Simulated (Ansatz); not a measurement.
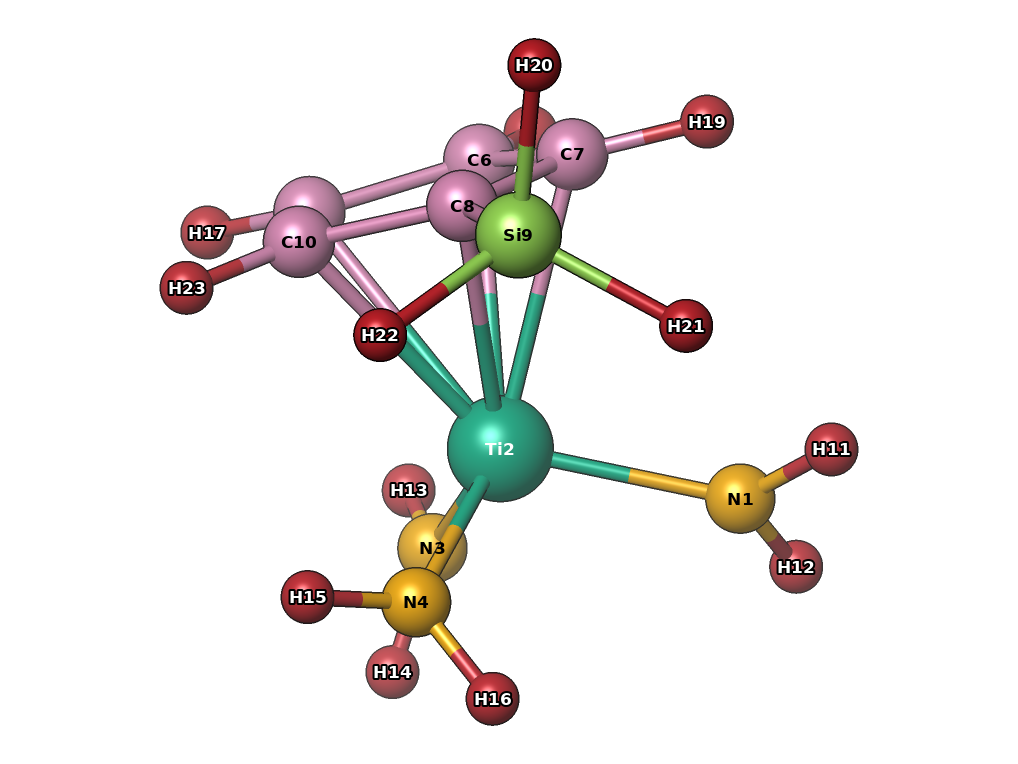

C8 lies behind Si9. The molecule seen a little off the Si9–C8 bond, Si9 in front. Atoms fade into the background with distance from the viewer. The species is neutral and a spin singlet. Computed geometry: PBE0-D4/def2-TZVP optimisation. No frequency run is at hand to confirm it as a minimum.

Q: What is the torsion angle H20–Si9–C8–Ti2? The sign is positive where the front bond must turn clockwise to cover the back bond.

A: 165°, antiperiplanar (anti). The bonds about Si9–C8 are eclipsed.
